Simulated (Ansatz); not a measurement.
**GeB₂H₆: geometry relaxation (part 1 of 2)**

- system: GeB₂H₆
- method: RKS PBE0-D4/def2-SVP (Ansatz 0.2.0)

It belongs to a series of runs on one base structure; here: end point B relaxed. Figures and captions count atoms from 1; the log counts them from 0 in places.

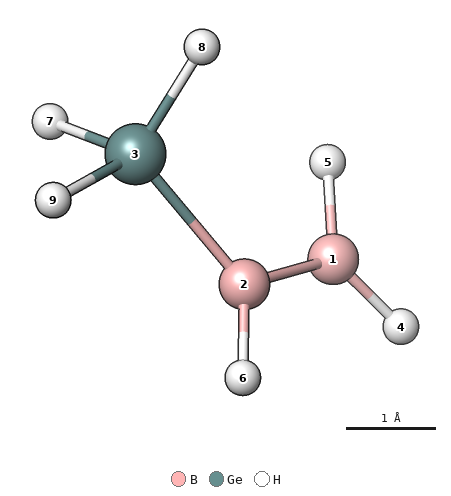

Figure 1. The structure as given in the input (ball-and-stick view, seen at a tilt; atoms are numbered from 1 in the order of the input). Sticks mark near contacts. Bond lengths as drawn: B–B 1.63 Å, B–Ge 2.00 Å, B–H 1.14 to 1.24 Å and Ge–H 1.49 to 1.62 Å.

**The input**
```yaml
crystal:
  periodic: [false, false, false]
  atoms:
    - { symbol: B, position_ang: [-0.6502, 0.7197, -1.4263] }
    - { symbol: B, position_ang: [-0.1775, 0.778, 0.1315] }
    - { symbol: Ge, position_ang: [-0.34265, 2.52338, 1.09044] }
    - { symbol: H, position_ang: [-0.5695, -0.2206, -2.0745] }
    - { symbol: H, position_ang: [-1.1265, 1.7431, -1.944] }
    - { symbol: H, position_ang: [0.23712, -0.19239, 0.69519] }
    - { symbol: H, position_ang: [-1.86672, 2.97078, 1.12269] }
    - { symbol: H, position_ang: [0.47246, 3.58516, 0.43779] }
    - { symbol: H, position_ang: [0.13179, 2.33195, 2.62306] }
basis:
  gaussian: { orbitals: def2-SVP }
hamiltonian:
  xc: pbe0
  dispersion: d4
relax:
  f_tol: 0.015
  max_steps: 40
```

Run on 1 thread of Arm Neoverse V1, 24 GiB of memory available, shared host.

Run as:
```bash
ansatz run input.yaml --threads 1 --pin off --max-ram 2048MiB --backend cpu --events-out ev --progress --plain --runs-dir out
```

**The program's output**
```
The last accepted step is kept in [file] (removed where the run ends without a failure and the disk answers)
Engine: ansatz 0.2.0, aarch64-unknown-linux-gnu
Functional definition: PBE0
  parameter a = 0.25
  parameter kappa = 0.804
  parameter beta = 0.06672455060314922
  exchange = (1 - a)*pbe_x(kappa = kappa, mu = beta*pi^2/3) + a*exact_x
  correlation = pbe_c(beta = beta)
1001 factors; integrals over basis functions are off by at most 3.4e-4 eV
mean field evaluation 1: about -57946.7594 eV, gradient 2.0e1 eV
mean field evaluation 2: about -57947.2289 eV, gradient 1.7e1 eV
mean field evaluation 4: about -57947.9436 eV, gradient 6.6e-1 eV
mean field evaluation 8: about -57947.9620 eV, gradient 6.8e-3 eV
mean field -57947.96198422 eV, -2129.5483243806 hartree, gradient 3.7e-5 eV, S^2 0.000000; 0 other end points of the search recorded, 0 dependent functions left out
the calculation of the forces begins
reference -57947.96201361 eV, -2129.5483254607 hartree; 24, 24 occupied and 66, 66 virtual orbitals, 1001 factors
relax step   1: F+E_penalty+E_count = -57948.08163302 eV  Δ(F+E_penalty+E_count) = +0.000e0 eV  max|allowed force component| = 2.212e0 eV/Å  Δτ_max = 0.0000 Å  (25 SCF iters, accepted)
these checks for a lower state are left out or cut short: starts, cluster_reference, orbital_swaps, neighbouring_geometries, increment
1001 factors; integrals over basis functions are off by at most 3.3e-4 eV
mean field evaluation 16: about -57948.2181 eV, gradient 8.1e0 eV
mean field -57948.33007024 eV, -2129.5618512925 hartree, gradient 2.3e-5 eV, S^2 0.000000; 0 other end points of the search recorded, 0 dependent functions left out
[... from here on the field's lines of each further geometry are left out, up to the last ...]
relax step   2: F+E_penalty+E_count = -57948.44642936 eV  Δ(F+E_penalty+E_count) = -3.648e-1 eV  max|allowed force component| = 6.954e-1 eV/Å  Δτ_max = 0.1950 Å  (29 SCF iters, accepted)
relax step   3: F+E_penalty+E_count = -57948.55609373 eV  Δ(F+E_penalty+E_count) = -1.097e-1 eV  max|allowed force component| = 4.049e-1 eV/Å  Δτ_max = 0.1826 Å  (28 SCF iters, accepted)
relax step   4: F+E_penalty+E_count = -57948.65689067 eV  Δ(F+E_penalty+E_count) = -1.008e-1 eV  max|allowed force component| = 6.716e-1 eV/Å  Δτ_max = 0.1962 Å  (29 SCF iters, accepted)
relax step   5: F+E_penalty+E_count = -57948.86732485 eV  Δ(F+E_penalty+E_count) = -2.104e-1 eV  max|allowed force component| = 6.476e-1 eV/Å  Δτ_max = 0.1996 Å  (28 SCF iters, accepted)
relax step   6: F+E_penalty+E_count = -57949.05646214 eV  Δ(F+E_penalty+E_count) = -1.891e-1 eV  max|allowed force component| = 3.934e-1 eV/Å  Δτ_max = 0.2000 Å  (27 SCF iters, accepted)
relax step   7: F+E_penalty+E_count = -57949.16932347 eV  Δ(F+E_penalty+E_count) = -1.129e-1 eV  max|allowed force component| = 1.987e-1 eV/Å  Δτ_max = 0.2000 Å  (28 SCF iters, accepted)
relax step   8: F+E_penalty+E_count = -57949.21285399 eV  Δ(F+E_penalty+E_count) = -4.353e-2 eV  max|allowed force component| = 9.621e-2 eV/Å  Δτ_max = 0.2000 Å  (28 SCF iters, accepted)
relax step   9: F+E_penalty+E_count = -57949.22340462 eV  Δ(F+E_penalty+E_count) = -1.055e-2 eV  max|allowed force component| = 1.046e-1 eV/Å  Δτ_max = 0.1375 Å  (28 SCF iters, accepted)
relax step  10: F+E_penalty+E_count = -57949.21803591 eV  Δ(F+E_penalty+E_count) = +5.369e-3 eV  max|allowed force component| = 2.847e-1 eV/Å  Δτ_max = 0.0896 Å  (29 SCF iters, rejected (line search))
relax step  11: F+E_penalty+E_count = -57949.22614900 eV  Δ(F+E_penalty+E_count) = -2.744e-3 eV  max|allowed force component| = 1.318e-1 eV/Å  Δτ_max = 0.0438 Å  (29 SCF iters, accepted)
relax step  12: F+E_penalty+E_count = -57949.22774051 eV  Δ(F+E_penalty+E_count) = -1.592e-3 eV  max|allowed force component| = 1.767e-1 eV/Å  Δτ_max = 0.0815 Å  (29 SCF iters, accepted)
relax step  13: F+E_penalty+E_count = -57949.23077333 eV  Δ(F+E_penalty+E_count) = -3.033e-3 eV  max|allowed force component| = 6.608e-2 eV/Å  Δτ_max = 0.0417 Å  (30 SCF iters, accepted)
relax step  14: F+E_penalty+E_count = -57949.23163292 eV  Δ(F+E_penalty+E_count) = -8.596e-4 eV  max|allowed force component| = 3.199e-2 eV/Å  Δτ_max = 0.0832 Å  (29 SCF iters, accepted)
relax step  15: F+E_penalty+E_count = -57949.23313711 eV  Δ(F+E_penalty+E_count) = -1.504e-3 eV  max|allowed force component| = 3.709e-2 eV/Å  Δτ_max = 0.0423 Å  (29 SCF iters, accepted)
relax step  16: F+E_penalty+E_count = -57949.23360323 eV  Δ(F+E_penalty+E_count) = -4.661e-4 eV  max|allowed force component| = 2.963e-2 eV/Å  Δτ_max = 0.0366 Å  (29 SCF iters, accepted)
relax step  17: F+E_penalty+E_count = -57949.23403517 eV  Δ(F+E_penalty+E_count) = -4.319e-4 eV  max|allowed force component| = 3.678e-2 eV/Å  Δτ_max = 0.0499 Å  (29 SCF iters, accepted)
relax step  18: F+E_penalty+E_count = -57949.23428207 eV  Δ(F+E_penalty+E_count) = -2.469e-4 eV  max|allowed force component| = 2.578e-2 eV/Å  Δτ_max = 0.0281 Å  (29 SCF iters, accepted)
relax step  19: F+E_penalty+E_count = -57949.23442526 eV  Δ(F+E_penalty+E_count) = -1.432e-4 eV  max|allowed force component| = 2.507e-2 eV/Å  Δτ_max = 0.0351 Å  (29 SCF iters, accepted)
relax step  20: F+E_penalty+E_count = -57949.23456195 eV  Δ(F+E_penalty+E_count) = -1.367e-4 eV  max|allowed force component| = 1.776e-2 eV/Å  Δτ_max = 0.0145 Å  (23 SCF iters, accepted)
relax step  21: F+E_penalty+E_count = -57949.23459913 eV  Δ(F+E_penalty+E_count) = -3.717e-5 eV  max|allowed force component| = 1.735e-2 eV/Å  Δτ_max = 0.0062 Å  (22 SCF iters, accepted)
relax step  22: F+E_penalty+E_count = -57949.23465480 eV  Δ(F+E_penalty+E_count) = -5.568e-5 eV  max|allowed force component| = 1.526e-2 eV/Å  Δτ_max = 0.0113 Å  (23 SCF iters, accepted)
the calculation of the forces begins
reference -57949.11638383 eV, -2129.5907477839 hartree; 24, 24 occupied and 66, 66 virtual orbitals, 1001 factors
relax step  23: F+E_penalty+E_count = -57949.23468655 eV  Δ(F+E_penalty+E_count) = -3.175e-5 eV  max|allowed force component| = 1.074e-2 eV/Å  Δτ_max = 0.0081 Å  (23 SCF iters, accepted)
```

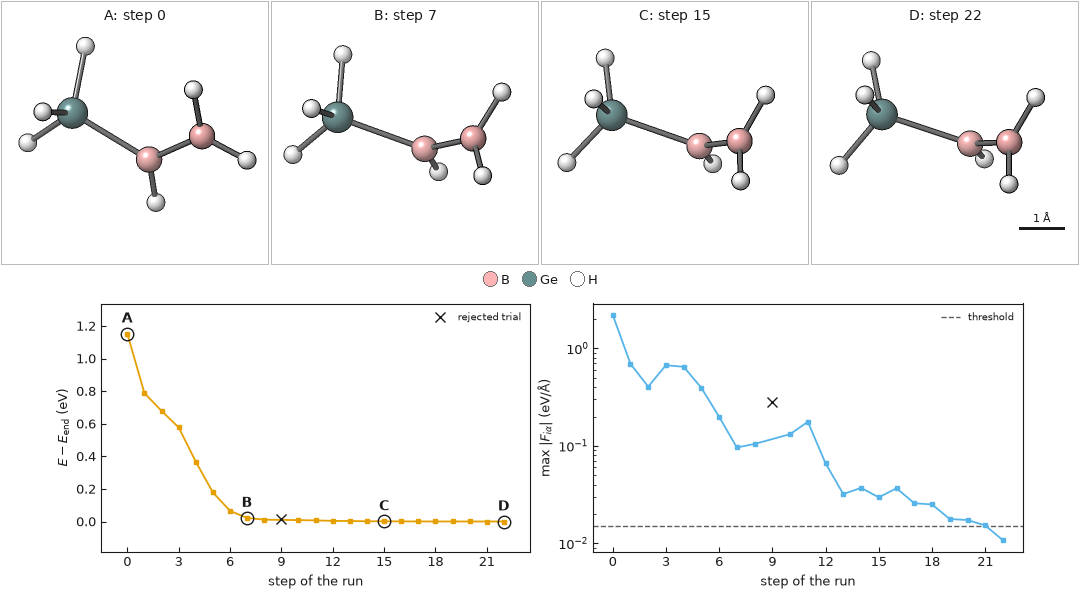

Figure 2. Frames of the relaxation (ball-and-stick view, seen at a tilt) above the curves, on which the letters mark them (the first geometry is step 0 here and step 1 in the log).

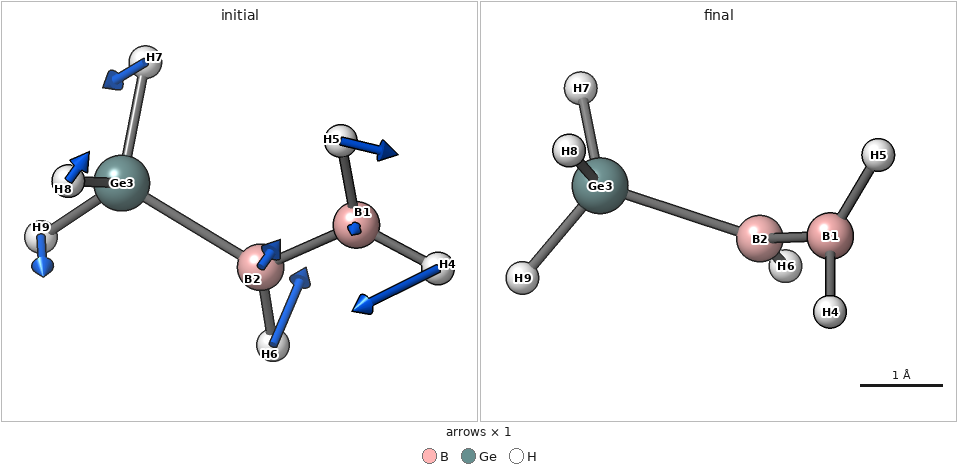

Figure 3. Before (left) and after (right) the relaxation, at one scale (ball-and-stick view, seen at a tilt). The blue arrows give the displacements, at true length. The atom that moves furthest after the best rigid fit is H4 (1.42 Å). By element the largest moves are H 1.42 Å, B 0.51 Å, Ge 0.04 Å. Among the contacts that change: B2–Ge3 1.998 → 2.080 Å, Ge3–H9 1.616 → 1.543 Å, B1–H4 1.145 → 1.213 Å, Ge3–H8 1.489 → 1.541 Å. Among the angles that change: B1–B2–H6 121.5° → 130.3°, Ge3–B2–H6 120.7° → 115.4°, B1–B2–Ge3 117.8° → 114.4°. After 22 geometry steps the energy has fallen by 1.153 eV. Largest force component: 2.2 eV/Å at the start, 0.011 eV/Å at the end. The line search rejected the trial step at point 9 (counted from 0) and went back. (Atoms are counted from 1 in the order of the input.)

```
1001 factors; integrals over basis functions are off by at most 4.2e-4 eV
mean field -57949.11635488 eV, -2129.5907467201 hartree, gradient 2.4e-5 eV, S^2 0.000000; 1 other end points of the search recorded, 0 dependent functions left out
the calculation of the forces begins
reference -57949.11638383 eV, -2129.5907477838 hartree; 24, 24 occupied and 66, 66 virtual orbitals, 1001 factors
Total energy: -57949.23471550 eV, -2129.5950963925 hartree
Atom 0 at    -0.502606     0.715158    -1.449224 Å, force    -0.000488    -0.002770     0.010744 eV/Å
Atom 1 at    -0.680181     0.696492     0.164261 Å, force     0.002528     0.007019    -0.001822 eV/Å
Atom 2 at    -0.290210     2.517410     1.091309 Å, force    -0.003338    -0.006198    -0.010312 eV/Å
Atom 3 at     0.572696     0.512991    -1.972924 Å, force     0.004354    -0.000880    -0.000805 eV/Å
Atom 4 at    -1.407488     1.044790    -2.186580 Å, force    -0.004955     0.001629    -0.001548 eV/Å
Atom 5 at    -1.000531    -0.202850     0.904470 Å, force     0.000729    -0.000223    -0.003379 eV/Å
Atom 6 at    -1.547434     2.970424     1.862578 Å, force    -0.004331     0.003220     0.001784 eV/Å
Atom 7 at     0.111769     3.653180     0.130577 Å, force     0.000040    -0.000812     0.002525 eV/Å
Atom 8 at     0.852286     2.331486     2.111404 Å, force     0.005460    -0.000985     0.002814 eV/Å
Dipole moment:    -0.019893    -0.066881     0.020264 e Å
```

**Trajectory as extended XYZ (Å, eV, eV/Å), 23 frames, from step=1 to step=23**
```
9
Properties=species:S:1:pos:R:3:forces:R:3 step=1 energy=-57948.08163
B    -0.6502    0.7197   -1.4263   -1.0668   1.8362  -1.5668
B    -0.1775    0.7780    0.1315    0.5641  -0.3453   1.5756
Ge   -0.3427    2.5234    1.0904   -0.6408  -0.3770   2.2121
H    -0.5695   -0.2206   -2.0745    0.1273  -1.3887  -1.1681
H    -1.1265    1.7431   -1.9440    0.1530  -0.6082   0.0738
H     0.2371   -0.1924    0.6952    0.0818  -0.2213   0.2753
H    -1.8667    2.9708    1.1227    0.6316  -0.1230  -0.0892
H     0.4725    3.5852    0.4378    0.4644   0.8017  -0.4184
H     0.1318    2.3319    2.6231   -0.3147   0.4256  -0.8943
9
Properties=species:S:1:pos:R:3:forces:R:3 step=2 energy=-57948.44643
B    -0.6891    0.6905   -1.5167   -0.2328   0.6954  -0.4534
B    -0.2041    0.7607    0.1267    0.2572  -0.1566   0.6193
Ge   -0.3004    2.4967    1.2088   -0.0936   0.2156   0.2705
H    -0.5203   -0.2572   -2.2230    0.1560  -0.3364  -0.1935
H    -1.1953    1.6627   -2.0572   -0.0702  -0.2413   0.1192
H     0.1923   -0.2141    0.7175   -0.1017  -0.1817   0.0163
H    -1.7794    2.9622    1.1737   -0.0205  -0.0214  -0.0017
H     0.4745    3.6280    0.5229    0.1308   0.1701  -0.1358
H     0.1300    2.5097    2.7033   -0.0253  -0.1436  -0.2409
9
Properties=species:S:1:pos:R:3:forces:R:3 step=3 energy=-57948.55609
B    -0.6528    0.7217   -1.5354   -0.2578  -0.0250   0.1338
B    -0.1915    0.7435    0.1562   -0.0890  -0.0846  -0.2145
Ge   -0.2773    2.5165    1.2129    0.2809   0.2177  -0.2574
H    -0.3644   -0.2056   -2.2779    0.2307   0.3547   0.0605
H    -1.3644    1.6039   -2.0214    0.1572  -0.4049   0.2419
H     0.0613   -0.2877    0.7621   -0.2451   0.1791  -0.1157
H    -1.7541    2.9689    1.1697   -0.1003  -0.0621  -0.0040
H     0.4936    3.6658    0.5059   -0.0346  -0.1090   0.0473
H     0.1578    2.5122    2.6837    0.0580  -0.0660   0.1082
9
Properties=species:S:1:pos:R:3:forces:R:3 step=4 energy=-57948.65689
B    -0.6866    0.7051   -1.5154    0.4208   0.0456   0.0242
B    -0.2078    0.7378    0.1692   -0.4828  -0.3651  -0.5294
Ge   -0.2534    2.5315    1.1976    0.3347   0.1689  -0.2607
H    -0.1953   -0.1151   -2.3191   -0.1653   0.6713   0.4363
H    -1.4706    1.5483   -1.9799    0.1333  -0.6716   0.2799
H    -0.0463   -0.3110    0.7913   -0.2072   0.3702  -0.1326
H    -1.7391    2.9642    1.1631   -0.0376  -0.0770  -0.0015
H     0.5169    3.6766    0.4837   -0.0585  -0.1232   0.0771
H     0.1903    2.5017    2.6654    0.0626  -0.0192   0.1068
9
Properties=species:S:1:pos:R:3:forces:R:3 step=5 energy=-57948.86732
B    -0.6693    0.7057   -1.5069    0.3116  -0.0076   0.1091
B    -0.2514    0.7466    0.1572   -0.4047  -0.2741  -0.6476
Ge   -0.2077    2.5411    1.1786    0.1975   0.1187  -0.1087
H    -0.0408    0.0111   -2.3274   -0.1968   0.5939   0.4094
H    -1.5908    1.3986   -1.9609    0.2346  -0.5629   0.2572
H    -0.2045   -0.2888    0.8115   -0.1836   0.2905  -0.0923
H    -1.7057    2.9398    1.1728   -0.0148  -0.0430   0.0104
H     0.5372    3.7054    0.4836   -0.0140  -0.0997   0.0255
H     0.2412    2.4798    2.6474    0.0702  -0.0158   0.0369
```
